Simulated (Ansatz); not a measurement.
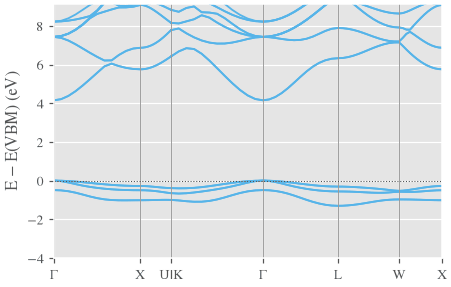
*Band structure from the program Ansatz at the PBE with spin–orbit coupling level (PAW)*

### Question
Read off the gap and where the band edges lie.

### Answer
About 4.2 eV (4.15 eV by a search for the band edges); maximum at Γ, minimum at Γ.

The material is KBr (rock salt, space group No. 225).

Space group Fm-3m (rock salt). The PBE relaxation kept the symmetry of its start; phonons on a q-mesh show no instability.

Potentials: the later of the program's two PAW sets.
